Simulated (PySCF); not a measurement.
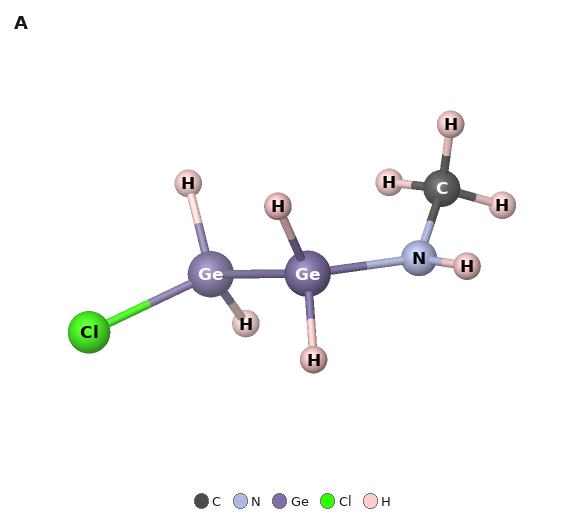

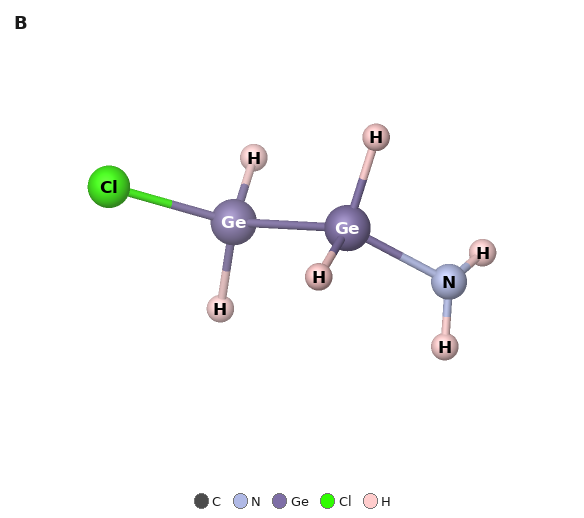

Two related species, optimised with GFN2-xTB; properties computed with PySCF 2.14.0. Both: charge 0, singlet.

### What are A and B?

A is CH8ClGe2N, B is ClGe2H6N.

Compare them. With B3LYP/def2-SVPD: dipole moment (D), HOMO–LUMO gap (eV), HOMO energy (Kohn–Sham orbital) (eV), lowest vertical singlet excitation (eV), mean static polarisability (bohr³). With GFN2-xTB: mean N–Ge length (Å), mean N–H length (Å).

```json
{"quantity": "dipole moment (D)", "A": "2.82", "B": "2.37"}
{"quantity": "HOMO–LUMO gap (eV)", "A": "5.65", "B": "5.98"}
{"quantity": "HOMO energy (Kohn–Sham orbital) (eV)", "A": "−6.63", "B": "−7.10"}
{"quantity": "lowest vertical singlet excitation (eV)", "A": "4.69", "B": "5.12"}
{"quantity": "mean static polarisability (bohr³)", "A": "99.0", "B": "89.3"}
{"quantity": "mean N–Ge length (Å)", "A": "1.820", "B": "1.815"}
{"quantity": "mean N–H length (Å)", "A": "1.012", "B": "1.012"}
```

Each is one conformer, and no frequency run is at hand to confirm it as a minimum.

The geometry is semi-empirical. Around Ge such bond lengths and angles can be off by a tenth of an ångström or more and by several degrees, and values that hang on the shape move with them.
